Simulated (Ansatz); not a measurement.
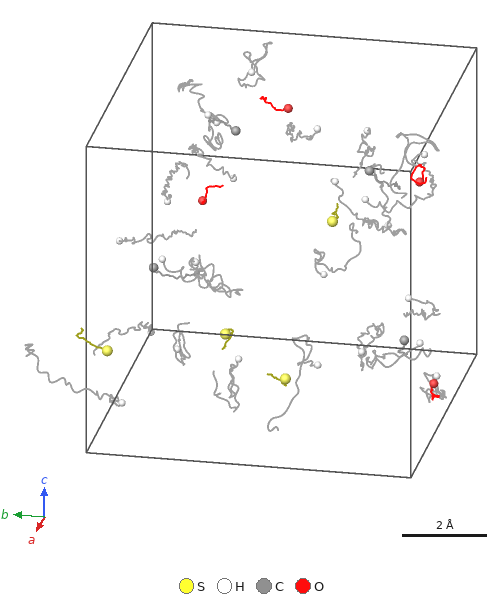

Molecular dynamics of a periodic cell with 4 SH2 + 4 CH3OH at 0.865 g/cm³, 200 fs long. It starts from the last geometry of an earlier run, with fresh velocities. Lines trace each atom's path, in the colour of its element; spheres stand at the starting positions. Seen from a free direction in the simulation cell.

Theory: Ansatz 0.2.0, DFT PBE, scalar-relativistic, plane waves, PAW. Settings: plane-wave cutoff 420 eV; k-point mesh 1 × 1 × 1; Fermi-Dirac smearing 0.05 eV; Langevin thermostat (NVT); set temperature 400 K; time step 0.5 fs; friction 0.005 per fs.

Q: What do the traces tell about the motion?

A: In the second half of the run the atoms are, in the root-mean-square, this far from where they began (common drift taken out): H 1.19 Å, C 0.76 Å, O 0.60 Å, S 0.52 Å. The heavy atoms stay within a fraction of a molecule's size of their starting places; so short a run doesn't tell a liquid from a solid. The mean temperature in the second half is 368 K (standard deviation 34 K). The potential energy in the second half lies on average 8.7 meV per atom above the first frame.

Limits of the set-up: the periodic images lie only 8.0 Å apart, so the values are limited by the cell's size.
